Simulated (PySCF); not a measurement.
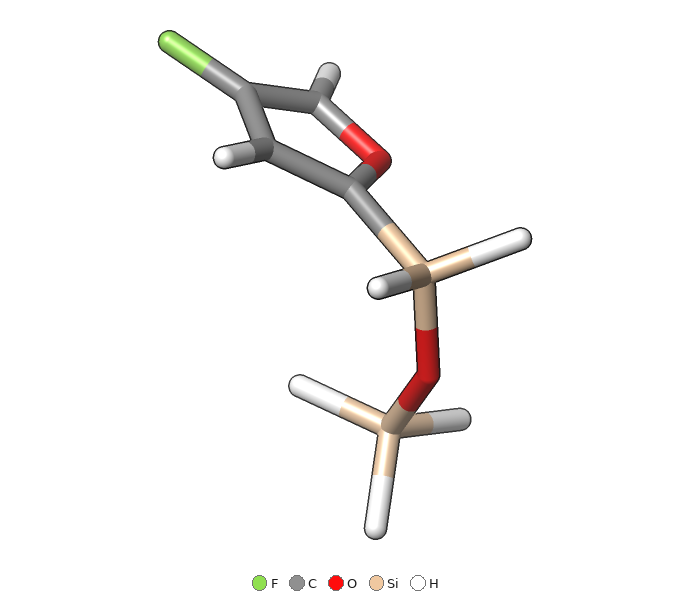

The geometry was computed by an optimisation with PBE0-D3(BJ)/def2-SVP. No frequency run is at hand to confirm it as a minimum.

Draw it as a skeletal formula.

SMILES: Fc1coc([SiH2]O[SiH3])c1

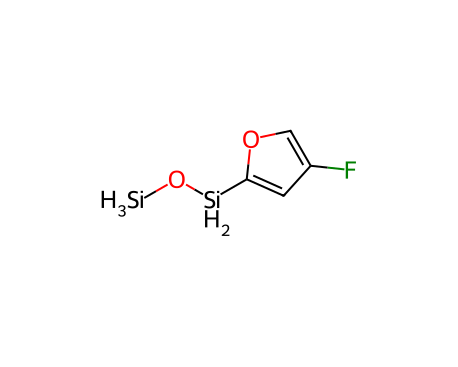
